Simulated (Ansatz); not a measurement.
# GeH₃F (built from SMILES F.[GeH2]): functionals against CCSD(T) at one geometry

A test off equilibrium: a displaced guess of a reacting structure is computed at several levels, and each is set against CCSD(T).

Method: single points in def2-TZVPP; program: Ansatz 0.2.0, Gaussian basis.

Correlated methods freeze the cores. Filled d shells of the heavier atoms are correlated.

### 1 The system as given

5 atoms, charge 0, spin multiplicity 1.

Atoms are counted from 1 here; the program's logs count them from 0.

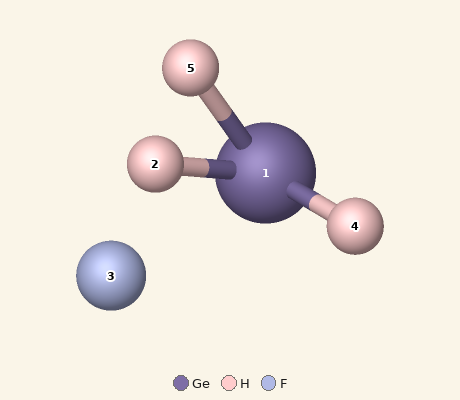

The starting geometry (germanium purple, hydrogen pink, fluorine light blue); atoms are numbered from 1 in the order of the file.

As a file:

```
Ge   -0.8400   -0.5755   -0.2555
H     0.6224   -0.1464    0.3028
F     1.2547   -0.1558   -0.7963
H    -1.0688    1.0309   -0.4790
H     0.0808   -0.2041    1.2339
```

### 2 CCSD(T)/def2-TZVPP

run/in.yaml

```yaml
crystal:
  periodic: [false, false, false]
  atoms:
    - {symbol: Ge, position_ang: [-0.840000, -0.575500, -0.255500]}
    - {symbol: H, position_ang: [0.622400, -0.146400, 0.302800]}
    - {symbol: F, position_ang: [1.254700, -0.155800, -0.796300]}
    - {symbol: H, position_ang: [-1.068800, 1.030900, -0.479000]}
    - {symbol: H, position_ang: [0.080800, -0.204100, 1.233900]}
basis:
  gaussian: {orbitals: def2-TZVPP}
correlation: {method: ccsd_t}
output: {forces: true}
```

The command line of these runs was not kept.

Log, cut to the lines that bear on the results:

```text
Functional definition: HF
  name "HF"
  cite "Fock, Z. Phys. 61, 126 (1930) doi:10.1007/BF01340294"
  parent pbe
[...]
757 factors; integrals over basis functions are off by at most 9.4e-4 eV
[...]
mean field -59224.98704417 eV, -2176.4781297353 hartree, gradient 1.8e-6 eV, S^2 0.000000; 0 other end points of the search recorded, 0 dependent functions left out
10 core orbitals not correlated: weight in the atoms' cores, before any rotation towards them, 1.000 or more for the frozen orbitals, at most 0.000 for the correlated occupied ones
reference -59224.98704417 eV, -2176.4781297353 hartree; 12, 12 occupied and 99, 99 virtual orbitals, 757 factors
second order -14.71646271 eV of doubles, -0.00000000 eV of singles
cycle   1  -14.42845274 eV  change    2.9e-1 eV  update   1.1e-1
[...]
cycle  12  -14.99682726 eV  change   -9.0e-6 eV  update   4.1e-6
perturbative correction -0.54201546 eV, -0.0199187009 hartree
[...]
Total energy: -59240.52588689 eV, -2177.0491716726 hartree
Atom 0 at    -0.840000    -0.575500    -0.255500 Å, force    -1.287613     0.337198    -1.223316 eV/Å
Atom 1 at     0.622400    -0.146400     0.302800 Å, force     2.914212     0.832205     1.190991 eV/Å
Atom 2 at     1.254700    -0.155800    -0.796300 Å, force    -1.932425    -0.394933     1.347427 eV/Å
Atom 3 at    -1.068800     1.030900    -0.479000 Å, force     0.007938    -0.770894     0.208120 eV/Å
Atom 4 at     0.080800    -0.204100     1.233900 Å, force     0.297887    -0.003575    -1.523222 eV/Å
Dipole moment:    -0.392892    -0.069944     0.290238 e Å
```

Run time: 29 s. Hardware: 4 threads, shared host; peak memory 0.88 GiB.

### 3 PBE0-D4/def2-TZVPP

Edit run/in.yaml of step 2 so:

```diff
@@ -10,3 +10,3 @@
   gaussian: {orbitals: def2-TZVPP}
-correlation: {method: ccsd_t}
-output: {forces: true}
+hamiltonian: {xc: pbe0, dispersion: d4}
+output: {forces: true, orbitals: {seedname: orbitals}}
```

Log, cut to the lines that bear on the results:

```text
Functional definition: PBE0
  name "PBE0"
  cite "Adamo & Barone, J. Chem. Phys. 110, 6158 (1999) doi:10.1063/1.478522"
  cite "Perdew, Burke & Ernzerhof, Phys. Rev. Lett. 77, 3865 (1996) doi:10.1103/PhysRevLett.77.3865"
[... 1 set-up line as earlier in the session ...]
[...]
734 factors; their error is unknown
[...]
mean field -59273.06374607 eV, -2178.2449159424 hartree, gradient 4.1e-5 eV, S^2 0.000000; 0 other end points of the search recorded, 0 dependent functions left out
[...]
reference -59273.06376618 eV, -2178.2449166814 hartree; 22, 22 occupied and 99, 99 virtual orbitals, 734 factors
Total energy: -59273.10695693 eV, -2178.2465039124 hartree
Atom 0 at    -0.840000    -0.575500    -0.255500 Å, force    -1.361984     0.149836    -1.275744 eV/Å
Atom 1 at     0.622400    -0.146400     0.302800 Å, force     2.879347     0.851570     1.184503 eV/Å
Atom 2 at     1.254700    -0.155800    -0.796300 Å, force    -1.848820    -0.386591     1.275128 eV/Å
Atom 3 at    -1.068800     1.030900    -0.479000 Å, force     0.016105    -0.637743     0.208453 eV/Å
Atom 4 at     0.080800    -0.204100     1.233900 Å, force     0.315352     0.022929    -1.392340 eV/Å
Dipole moment:    -0.398217    -0.079060     0.289405 e Å
```

It took 0.85 s on 4 threads, shared host; peak memory 0.19 GiB.

### 4 wB97M-V/def2-TZVPP

Edit run/in.yaml of step 3 so:

```diff
@@ -10,3 +10,3 @@
   gaussian: {orbitals: def2-TZVPP}
-hamiltonian: {xc: pbe0, dispersion: d4}
-output: {forces: true, orbitals: {seedname: orbitals}}
+hamiltonian: {xc: {name: wB97M-V}}
+output: {forces: true}
```

The log in run was not kept; the run's report gives a total energy of -59278.707451 eV.

It took 2.7 s on 4 threads, shared host; peak memory 0.25 GiB.

### 5 r2SCAN-D4/def2-TZVPP

Edit run/in.yaml of step 4 so:

```diff
@@ -10,3 +10,3 @@
   gaussian: {orbitals: def2-TZVPP}
-hamiltonian: {xc: {name: wB97M-V}}
+hamiltonian: {xc: r2scan, dispersion: d4}
 output: {forces: true}
```

The log in run was not kept; the run's report gives a total energy of -59281.521818 eV.

Run time: 1.4 s. Hardware: 4 threads, shared host; peak memory 0.14 GiB.

### 6 PBE-D4/def2-TZVPP

Edit run/in.yaml of step 5 so:

```diff
@@ -10,3 +10,3 @@
   gaussian: {orbitals: def2-TZVPP}
-hamiltonian: {xc: r2scan, dispersion: d4}
+hamiltonian: {xc: pbe, dispersion: d4}
 output: {forces: true}
```

Log, cut to the lines that bear on the results:

```text
Functional definition: PBE
  name "PBE"
[... 2 set-up lines as earlier in the session ...]
[...]
691 factors; their error is unknown
[...]
mean field -59271.90472920 eV, -2178.2023228580 hartree, gradient 3.4e-5 eV, S^2 0.000000; 0 other end points of the search recorded, 0 dependent functions left out
[...]
reference -59271.90475577 eV, -2178.2023238344 hartree; 22, 22 occupied and 99, 99 virtual orbitals, 691 factors
Total energy: -59271.95741213 eV, -2178.2042589201 hartree
Atom 0 at    -0.840000    -0.575500    -0.255500 Å, force    -1.556212    -0.142454    -1.278522 eV/Å
Atom 1 at     0.622400    -0.146400     0.302800 Å, force     2.713705     0.836486     1.302703 eV/Å
Atom 2 at     1.254700    -0.155800    -0.796300 Å, force    -1.444064    -0.344491     0.922379 eV/Å
Atom 3 at    -1.068800     1.030900    -0.479000 Å, force    -0.016867    -0.403763     0.186034 eV/Å
Atom 4 at     0.080800    -0.204100     1.233900 Å, force     0.303439     0.054223    -1.132594 eV/Å
Dipole moment:    -0.357760    -0.084880     0.262971 e Å
```

It took 0.65 s on 4 threads, shared host; peak memory 0.12 GiB.

### 7 r2SCANh-D4/def2-TZVPP

Edit run/in.yaml of step 6 so:

```diff
@@ -10,3 +10,3 @@
   gaussian: {orbitals: def2-TZVPP}
-hamiltonian: {xc: pbe, dispersion: d4}
+hamiltonian: {xc: {name: r2SCANh}, dispersion: d4}
 output: {forces: true}
```

The log in run was not kept; the run's report gives a total energy of -59281.058611 eV.

It took 1.6 s on 4 threads, shared host; peak memory 0.2 GiB.

### 8 LC-wPBE/def2-TZVPP

Edit run/in.yaml of step 7 so:

```diff
@@ -10,3 +10,3 @@
   gaussian: {orbitals: def2-TZVPP}
-hamiltonian: {xc: {name: r2SCANh}, dispersion: d4}
+hamiltonian: {xc: {name: LC-wPBE}}
 output: {forces: true}
```

The log in run was not kept; the run's report gives a total energy of -59273.872613 eV.

Run time: 0.9 s. Hardware: 4 threads, shared host; peak memory 0.14 GiB.

### 9 The levels compared

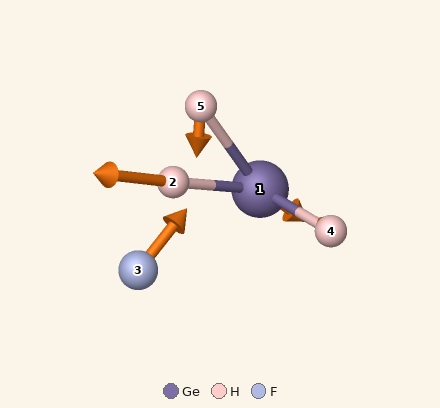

Forces at CCSD(T); the longest arrow is 3.26 eV/Å.

| method | RMS force component (eV/Å) | RMS error against CCSD(T) (eV/Å) | angle to CCSD(T) forces (°) | dipole (D) |
| --- | --- | --- | --- | --- |
| CCSD(T) | 1.228 | 0 | 0 | 2.37 |
| PBE0-D4 | 1.200 | 0.079 | 3.5 | 2.39 |
| wB97M-V | 1.257 | 0.067 | 2.8 | 2.46 |
| r2SCAN-D4 | 1.146 | 0.104 | 3.0 | 2.23 |
| PBE-D4 | 1.110 | 0.267 | 11.8 | 2.17 |
| r2SCANh-D4 | 1.182 | 0.054 | 1.4 | 2.32 |
| LC-wPBE | 1.243 | 0.063 | 2.8 | 2.48 |

Energy less the free neutral atoms in their ground states at the same level (atoms from separate runs):

Differences are taken before rounding.

| method | rung | energy less atoms (kJ/mol) | from CCSD(T) (kJ/mol) |
| --- | --- | --- | --- |
| PBE-D4 | GGA | -1140.8 | -68.3 |
| r2SCAN-D4 | meta-GGA | -1115.8 | -43.2 |
| PBE0-D4 | hybrid | -1081.9 | -9.3 |
| r2SCANh-D4 | hybrid | -1095.8 | -23.2 |
| LC-wPBE | range-separated hybrid | -1070.7 | +1.9 |
| wB97M-V | range-separated hybrid | -1099.6 | -27.0 |
| Hartree-Fock | wavefunction | -645.6 | +427.0 |
| MP2 | wavefunction | -1068.0 | +4.5 |
| CCSD | wavefunction | -1045.9 | +26.6 |
| CCSD(T) | wavefunction | -1072.6 | 0 |

What each level took, beside its miss in the forces (shared host):

| method | time | RMS force error (eV/Å) |
| --- | --- | --- |
| CCSD(T) | 29 s | 0 |
| PBE0-D4 | 0.85 s | 0.079 |
| wB97M-V | 2.7 s | 0.067 |
| r2SCAN-D4 | 1.4 s | 0.104 |
| PBE-D4 | 0.65 s | 0.267 |
| r2SCANh-D4 | 1.6 s | 0.054 |
| LC-wPBE | 0.9 s | 0.063 |

### 10 Outcome

```
                                  quantity                                                                                              value
energy less free atoms, CCSD(T)/def2-TZVPP                                                                                     -1072.6 kJ/mol
                       RMS force component                                                               1.110 to 1.257 eV/Å over the methods
                           RMS force error  PBE0-D4 0.079, wB97M-V 0.067, r2SCAN-D4 0.104, PBE-D4 0.267, r2SCANh-D4 0.054, LC-wPBE 0.063 eV/Å
                    HOMO and LUMO, PBE0-D4                                                                                 -7.59 and -2.48 eV
                             T1 diagnostic                                                                                              0.015
```

In words: Against CCSD(T) the functionals' energies less atoms differ by -68.3 to +1.9 kJ/mol, PBE-D4 by -68.3 kJ/mol. The reference is not at the basis limit: in triple zeta CCSD(T) underbinds, which counts against methods that bind more; the gaps are no ranking. For forces r2SCANh-D4 does best and PBE-D4 worst.
